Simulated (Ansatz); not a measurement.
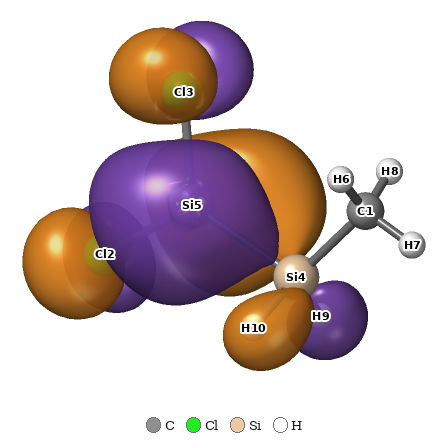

Figure. CH5Cl2Si2 (SMILES C[SiH2][Si+](Cl)Cl) (charge +1). One frontier orbital at ±0.06 Å⁻³ᐟ² (orange and purple are the two phases), seen at a tilt.

Geometry: B3LYP/6-31G*.

Method: isolated molecule in a Gaussian basis; Kohn-Sham density functional theory, functional PBE0 (Ansatz 0.2.0).

```xyz
10

C     0.0317    1.1260    0.5150
Cl   -0.1884   -4.1807    1.2437
Cl   -2.6671   -1.9211    1.3720
Si    0.9064   -0.5234    0.5847
Si   -0.7093   -2.2517    1.0824
H    -0.4331    1.3872    1.4706
H     0.7848    1.8923    0.2891
H    -0.7245    1.1589   -0.2752
H     1.4361   -1.0630   -0.6879
H     1.8382   -0.7480    1.7129
```

Q: Which orbital is it: HOMO or LUMO?

A: The LUMO, at −8.12 eV. By Hirshfeld shares it lies mainly on Si5 (about 60 %), Cl3 (about 15 %) and Cl2 (about 10 %).
